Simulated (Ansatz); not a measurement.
The relaxed structure here is a generated cell of Al2O3: the first start was made by placing the elements on the sites of a structure type, and the end was not matched to a known phase here, so it may be hypothetical. Known forms of Al2O3 include space group No. 167.

One stationary structure of Al$_{2}$O$_{3}$. Space group P2₁ (No. 4). Computed with r2SCAN (plane waves to 500 eV, PAW, scalar-relativistic; Ansatz, a quantum-chemistry and plane-wave program).

```cif
data_Al4O6
_chemical_formula_sum 'O6 Al4'
_space_group_name_H-M_alt 'P 1'
_space_group_IT_number 1
_cell_length_a 2.94120
_cell_length_b 4.68124
_cell_length_c 6.76074
_cell_angle_alpha 90.000
_cell_angle_beta 97.360
_cell_angle_gamma 90.000
loop_
_space_group_symop_operation_xyz
  'x, y, z'
loop_
_atom_site_label
_atom_site_type_symbol
_atom_site_fract_x
_atom_site_fract_y
_atom_site_fract_z
_atom_site_occupancy
O1 O 0.15515 0.02161 0.63097 1
O2 O 0.84485 0.52161 0.36903 1
O3 O 0.76194 0.93641 0.96907 1
O4 O 0.23806 0.43641 0.03093 1
O5 O 0.53004 0.55860 0.68260 1
O6 O 0.46996 0.05860 0.31740 1
Al1 Al 0.23442 0.75465 0.87337 1
Al2 Al 0.76558 0.25465 0.12663 1
Al3 Al 0.34222 0.73728 0.43766 1
Al4 Al 0.65778 0.23728 0.56234 1
```

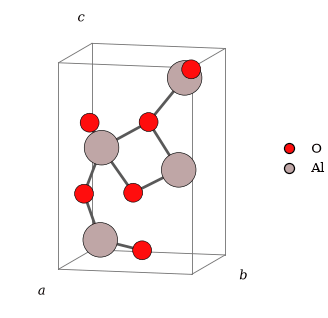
Figure: The conventional cell of the relaxed structure

For Al2O3, the volume per atom comes out as 9.23 Å³ and the density is 3.67 g/cm³. The band gap comes out as 5.02 eV, direct at Γ (no spin-orbit coupling). The shortest distances is Al–O 1.77 Å; O–O 2.43 Å; Al–Al 2.62 Å and the k-mesh comes out as 11×7×5.

Band energies at high-symmetry points (eV from the VBM; labels of this space group; no spin-orbit coupling), from −5 eV up to 10.0 eV:

```csv
point,energies
Γ,-4.57 -3.95 -3.50 -3.46 -3.26 -2.56 -2.30 -2.03 -1.93 -1.73 -1.20 -1.17 -0.73 0.00 5.02 7.64 8.47 8.81 9.36 9.38
Z,-4.43 -4.43 -3.80 -3.80 -2.88 -2.88 -2.64 -2.64 -2.08 -2.08 -1.49 -1.49 -0.64 -0.64 7.53 7.53 8.73 8.73 9.99 9.99
D,-4.07 -4.07 -3.81 -3.81 -2.94 -2.94 -2.34 -2.34 -2.05 -2.05 -1.47 -1.47 -1.13 -1.13 7.84 7.84 8.72 8.72 9.67 9.67
B,-4.95 -3.64 -3.43 -3.34 -2.60 -2.44 -2.32 -1.98 -1.96 -1.82 -1.64 -1.40 -1.10 -0.25 6.13 6.96 7.54 9.04 9.04
A,-4.92 -4.76 -4.60 -4.16 -4.03 -3.02 -2.69 -2.62 -2.55 -2.20 -1.77 -1.17 -0.87 8.84 9.42 9.72 9.77
E,-4.19 -4.19 -3.16 -3.16 -2.81 -2.81 -2.32 -2.32 -1.77 -1.77 -0.77 -0.77 7.75 7.75 9.22 9.22
C2,-3.72 -3.72 -3.35 -3.35 -2.63 -2.63 -2.45 -2.45 -1.84 -1.84 -0.89 -0.89 8.04 8.04 8.85 8.85
Y2,-4.83 -4.30 -4.19 -3.91 -2.92 -2.77 -2.64 -2.38 -2.24 -1.86 -1.16 -1.08 8.46 9.50 9.54 9.96
```

No spin polarisation in the result.

It was reached from a disturbed copy of a P4/mbm (No. 127) cell, against which it lies -800 meV/atom.
